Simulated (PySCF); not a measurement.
## Geometry relaxation of C₈H₁₃FSi₂ (part 2 of 2)

Continued. System: C₈H₁₃FSi₂, SMILES Fc1ccc([SiH2]CC[SiH3])cc1. Method: PBE0-D3(BJ)/def2-SVP geometry optimisation, gas phase (PySCF 2.14.0). 

Geometry of the input (Å):
```
F  -5.3563  0.6688  0.0916
C  -4.0946  0.2916  -0.0088
C  -3.1052  1.2408  0.0549
C  -1.7373  0.8240  -0.0344
C  -1.4504  -0.5282  -0.2054
Si 0.3309  -1.1294  -0.3356
C  1.5808  0.2452  0.0847
C  3.0283  -0.2566  0.0835
Si 4.2756  1.1118  0.4903
C  -2.4924  -1.4442  -0.2525
C  -3.8201  -1.0519  -0.1591
H  -3.3325  2.2850  0.1984
H  -1.0096  1.5668  0.0175
H  0.4940  -2.2559  0.6055
H  0.5679  -1.6199  -1.7053
H  1.3439  0.6926  1.0691
H  1.4868  1.0711  -0.6417
H  3.0956  -1.0596  0.8276
H  3.2326  -0.7207  -0.8781
H  4.1732  2.1497  -0.5569
H  5.6079  0.5351  0.4875
H  3.9689  1.6800  1.7632
H  -2.2518  -2.4775  -0.4100
H  -4.6240  -1.7591  -0.2222
```

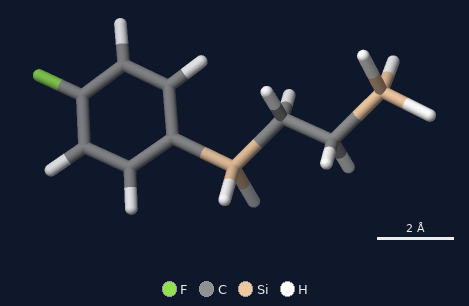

Figure 1. The geometry at step 8 of the log (stick view, seen at a tilt).

Trajectory as extended XYZ, continued:
```
24
Properties=species:S:1:pos:R:3:forces:R:3 step=6 energy=-26948.24057
F    -5.3687    0.7844   -0.0117    0.0119   0.0087  -0.0019
C    -4.1114    0.3542   -0.0854    0.0124  -0.0143  -0.0026
C    -3.0724    1.2715   -0.0001   -0.0156   0.0182   0.0003
C    -1.7606    0.8090   -0.0861   -0.0107  -0.0158  -0.0037
C    -1.4726   -0.5537   -0.2555    0.0234  -0.0005  -0.0016
Si    0.2978   -1.1724   -0.3996    0.0002  -0.0043  -0.0016
C     1.5492    0.1922   -0.0369    0.0059  -0.0042  -0.0084
C     3.0021   -0.2996   -0.0781   -0.0020   0.0048   0.0033
Si    4.2626    1.0648    0.2612    0.0004  -0.0018  -0.0009
C    -2.5530   -1.4483   -0.3294   -0.0027   0.0329   0.0010
C    -3.8697   -1.0056   -0.2464   -0.0153  -0.0233  -0.0031
H    -3.3023    2.3304    0.1315    0.0000   0.0023  -0.0023
H    -0.9484    1.5381   -0.0186   -0.0032  -0.0013  -0.0005
H     0.5084   -2.3137    0.5485   -0.0028   0.0015   0.0048
H     0.5415   -1.7043   -1.7799    0.0045  -0.0052   0.0027
H     1.3137    0.6295    0.9496    0.0022  -0.0050   0.0045
H     1.3975    1.0031   -0.7717   -0.0053   0.0036   0.0057
H     3.1622   -1.1057    0.6592   -0.0008  -0.0008   0.0001
H     3.2361   -0.7441   -1.0614    0.0013  -0.0010   0.0010
H     4.1261    2.1519   -0.7588    0.0003  -0.0010   0.0003
H     5.6612    0.5358    0.2138   -0.0008   0.0000   0.0017
H     4.0204    1.6615    1.6124    0.0000   0.0009   0.0011
H    -2.3697   -2.5198   -0.4553    0.0000   0.0054   0.0014
H    -4.7138   -1.6953   -0.3041   -0.0035   0.0001  -0.0013
24
Properties=species:S:1:pos:R:3:forces:R:3 step=7 energy=-26948.24074
F    -5.3679    0.7909   -0.0365   -0.0137   0.0095  -0.0027
C    -4.1112    0.3589   -0.1024   -0.0123  -0.0057   0.0004
C    -3.0732    1.2766   -0.0112    0.0158  -0.0278  -0.0011
C    -1.7615    0.8116   -0.0876    0.0014  -0.0065  -0.0104
C    -1.4708   -0.5508   -0.2548   -0.0294   0.0109   0.0032
Si    0.2983   -1.1760   -0.3921   -0.0113   0.0147   0.0061
C     1.5501    0.1867   -0.0258    0.0030  -0.0042  -0.0054
C     3.0032   -0.3031   -0.0716    0.0003   0.0128   0.0097
Si    4.2622    1.0623    0.2681    0.0043  -0.0063  -0.0173
C    -2.5526   -1.4425   -0.3342   -0.0169  -0.0238  -0.0052
C    -3.8707   -1.0016   -0.2602    0.0309   0.0139   0.0022
H    -3.3033    2.3357    0.1177    0.0012   0.0010  -0.0014
H    -0.9501    1.5391   -0.0152    0.0302   0.0342   0.0021
H     0.5027   -2.3168    0.5578   -0.0050   0.0001   0.0032
H     0.5441   -1.7088   -1.7714    0.0052  -0.0070   0.0009
H     1.3154    0.6193    0.9630    0.0026  -0.0045   0.0015
H     1.3958    1.0006   -0.7568   -0.0030   0.0043   0.0058
H     3.1667   -1.1118    0.6621   -0.0036  -0.0005   0.0002
H     3.2360   -0.7430   -1.0572    0.0020  -0.0051  -0.0041
H     4.1203    2.1512   -0.7495    0.0008  -0.0012   0.0024
H     5.6605    0.5342    0.2133    0.0058   0.0013   0.0029
H     4.0258    1.6563    1.6208   -0.0047   0.0031   0.0119
H    -2.3691   -2.5141   -0.4573    0.0000  -0.0110  -0.0026
H    -4.7145   -1.6911   -0.3219   -0.0037  -0.0023  -0.0024
24
Properties=species:S:1:pos:R:3:forces:R:3 step=8 energy=-26948.24112
F    -5.3654    0.8033   -0.0696   -0.0043   0.0108  -0.0006
C    -4.1095    0.3674   -0.1252   -0.0034  -0.0095  -0.0025
C    -3.0687    1.2813   -0.0272    0.0059  -0.0095   0.0006
C    -1.7577    0.8128   -0.0934   -0.0007  -0.0081  -0.0035
C    -1.4707   -0.5509   -0.2564   -0.0221   0.0087  -0.0046
Si    0.2973   -1.1815   -0.3816   -0.0085   0.0145   0.0052
C     1.5494    0.1798   -0.0107   -0.0012  -0.0012  -0.0017
C     3.0034   -0.3065   -0.0611    0.0025   0.0096   0.0006
Si    4.2608    1.0602    0.2797    0.0020  -0.0044  -0.0110
C    -2.5548   -1.4392   -0.3436   -0.0131  -0.0200  -0.0014
C    -3.8719   -0.9938   -0.2801    0.0235   0.0053   0.0012
H    -3.2965    2.3413    0.0989    0.0013   0.0027  -0.0016
H    -0.9446    1.5386   -0.0152    0.0187   0.0216  -0.0001
H     0.4930   -2.3209    0.5717   -0.0037   0.0000   0.0023
H     0.5496   -1.7174   -1.7587    0.0052  -0.0068   0.0018
H     1.3152    0.6064    0.9809    0.0029  -0.0021   0.0007
H     1.3921    0.9976   -0.7367   -0.0007   0.0036   0.0048
H     3.1700   -1.1183    0.6683   -0.0018  -0.0005   0.0014
H     3.2355   -0.7409   -1.0494   -0.0009  -0.0068  -0.0007
H     4.1131    2.1517   -0.7342    0.0008  -0.0004   0.0024
H     5.6601    0.5351    0.2181    0.0041   0.0012   0.0034
H     4.0280    1.6498    1.6352   -0.0038   0.0013   0.0080
H    -2.3739   -2.5115   -0.4644   -0.0001  -0.0074  -0.0025
H    -4.7174   -1.6806   -0.3480   -0.0025  -0.0024  -0.0021
24
Properties=species:S:1:pos:R:3:forces:R:3 step=9 energy=-26948.24160
F    -5.3529    0.8449   -0.1841    0.0009   0.0029   0.0012
C    -4.1007    0.3956   -0.2086    0.0071   0.0008  -0.0001
C    -3.0529    1.2989   -0.0882   -0.0138   0.0062  -0.0001
C    -1.7457    0.8174   -0.1202    0.0049   0.0073   0.0127
C    -1.4706   -0.5502   -0.2692    0.0053  -0.0047  -0.0205
Si    0.2938   -1.1974   -0.3469    0.0009   0.0039   0.0009
C     1.5458    0.1592    0.0412   -0.0147   0.0107   0.0111
C     3.0018   -0.3181   -0.0205    0.0096  -0.0055  -0.0231
Si    4.2548    1.0504    0.3289   -0.0027   0.0020   0.0078
C    -2.5608   -1.4285   -0.3824    0.0020  -0.0001   0.0074
C    -3.8737   -0.9684   -0.3538   -0.0029  -0.0069  -0.0021
H    -3.2730    2.3617    0.0284    0.0009   0.0002  -0.0021
H    -0.9271    1.5364   -0.0235   -0.0097  -0.0127  -0.0059
H     0.4560   -2.3295    0.6213    0.0018  -0.0006   0.0009
H     0.5741   -1.7488   -1.7126    0.0032  -0.0028   0.0025
H     1.3119    0.5667    1.0410    0.0024   0.0042  -0.0023
H     1.3817    0.9897   -0.6688    0.0071  -0.0008  -0.0009
H     3.1749   -1.1398    0.6960    0.0031   0.0012   0.0054
H     3.2327   -0.7371   -1.0161   -0.0065  -0.0073   0.0072
H     4.0940    2.1518   -0.6722    0.0007   0.0014   0.0018
H     5.6567    0.5339    0.2516   -0.0004   0.0003   0.0035
H     4.0284    1.6245    1.6928   -0.0013  -0.0030  -0.0033
H    -2.3882   -2.5032   -0.4951    0.0008   0.0021  -0.0022
H    -4.7249   -1.6462   -0.4418    0.0012   0.0011  -0.0002
24
Properties=species:S:1:pos:R:3:forces:R:3 step=10 energy=-26948.24193
F    -5.3549    0.8432   -0.1919    0.0039  -0.0015  -0.0011
C    -4.1022    0.3951   -0.2173    0.0065   0.0024  -0.0007
C    -3.0556    1.2996   -0.0975   -0.0064   0.0075  -0.0004
C    -1.7476    0.8198   -0.1290    0.0019   0.0063   0.0119
C    -1.4708   -0.5476   -0.2769    0.0050  -0.0047  -0.0164
Si    0.2941   -1.1943   -0.3459    0.0032   0.0000   0.0004
C     1.5464    0.1616    0.0442   -0.0124   0.0099   0.0097
C     3.0016   -0.3193   -0.0136    0.0062  -0.0090  -0.0186
Si    4.2564    1.0463    0.3405   -0.0026   0.0029   0.0090
C    -2.5600   -1.4272   -0.3906    0.0046   0.0029   0.0073
C    -3.8734   -0.9687   -0.3626   -0.0074  -0.0055  -0.0019
H    -3.2770    2.3622    0.0185    0.0006   0.0005  -0.0016
H    -0.9298    1.5399   -0.0325   -0.0107  -0.0138  -0.0049
H     0.4512   -2.3234    0.6268    0.0023   0.0002   0.0010
H     0.5813   -1.7513   -1.7079    0.0007  -0.0001   0.0017
H     1.3112    0.5703    1.0431    0.0009   0.0036  -0.0020
H     1.3861    0.9921   -0.6666    0.0060  -0.0019  -0.0026
H     3.1705   -1.1407    0.7045    0.0026   0.0018   0.0051
H     3.2338   -0.7407   -1.0078   -0.0049  -0.0032   0.0060
H     4.1024    2.1487   -0.6604    0.0006   0.0010   0.0010
H     5.6577    0.5272    0.2699   -0.0013  -0.0002   0.0024
H     4.0246    1.6199    1.7038   -0.0007  -0.0024  -0.0039
H    -2.3859   -2.5018   -0.5029    0.0000   0.0030  -0.0014
H    -4.7238   -1.6475   -0.4508    0.0014   0.0004   0.0001
```

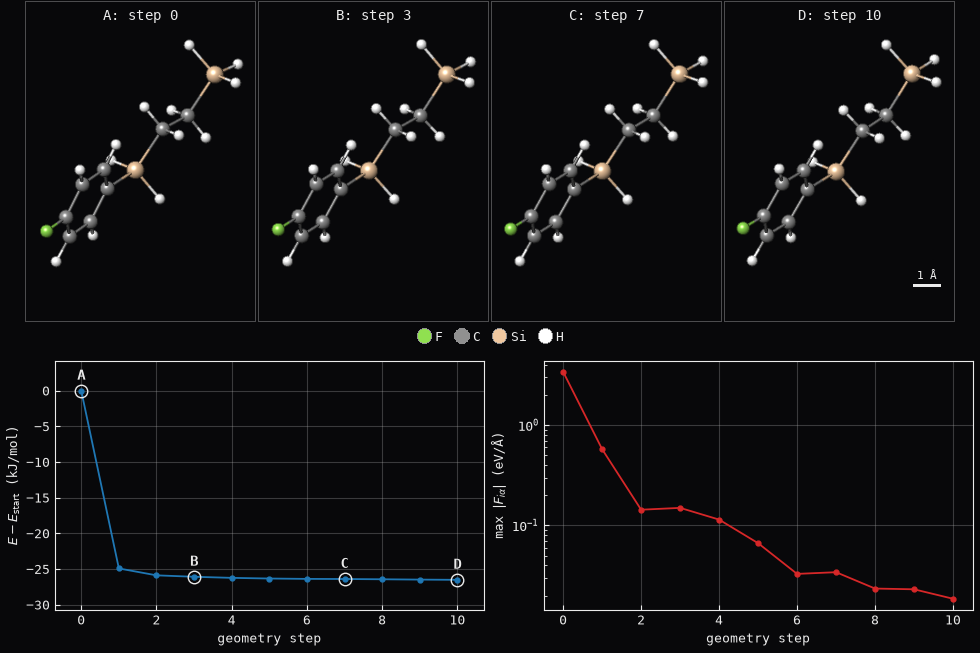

Figure 2. Frames of the relaxation (ball-and-stick view, seen at an oblique angle) above the curves, on which the letters mark them (steps are counted from 0).

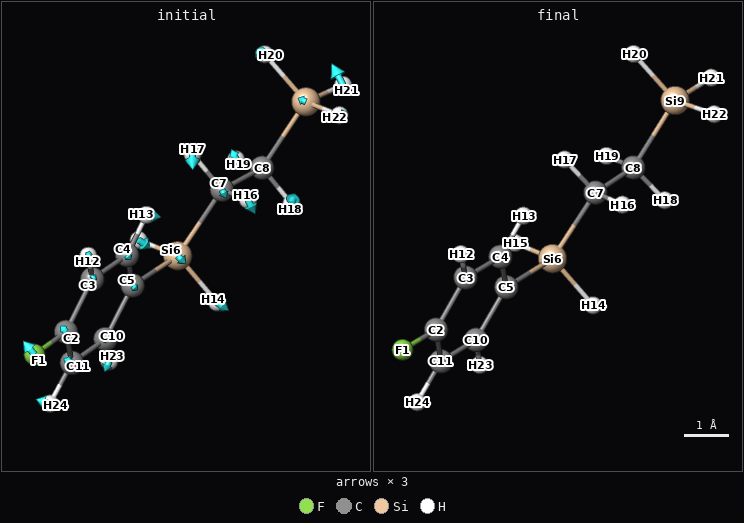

Figure 3. Before (left) and after (right) the relaxation, at one scale (ball-and-stick view, seen at an oblique angle). The teal arrows give the displacements, magnified 3 times. The atom that moves furthest after the best rigid fit is H21 (0.19 Å). By element the largest moves are H 0.19 Å, F 0.14 Å, Si 0.09 Å, C 0.08 Å. Distances before and after: Si9–H22 1.427 → 1.497 Å, C4–H13 1.041 → 1.094 Å, Si9–H21 1.452 → 1.496 Å, C3–C4 1.433 → 1.394 Å. Among the angles that change: Si9–C8–H19 112.0° → 107.8°, C5–C4–H13 123.7° → 120.2°, C7–C8–H18 107.3° → 110.7°. After 10 geometry steps the energy has fallen by 26.5 kJ/mol. The largest force component goes from 3.4 to 0.019 eV/Å. (Atoms are counted from 1 in the order of the input.)

Key numbers:

| quantity | value |
| --- | --- |
| outcome | converged |
| total energy | −990.329633 hartree |
| dipole moment | 0.59 D |
| point group | C1 |
| hardware | 2 CPU threads, shared host |
| wall time | 3.8 min (CPU time 9.3 min) |
| peak memory | 1.3 GiB |
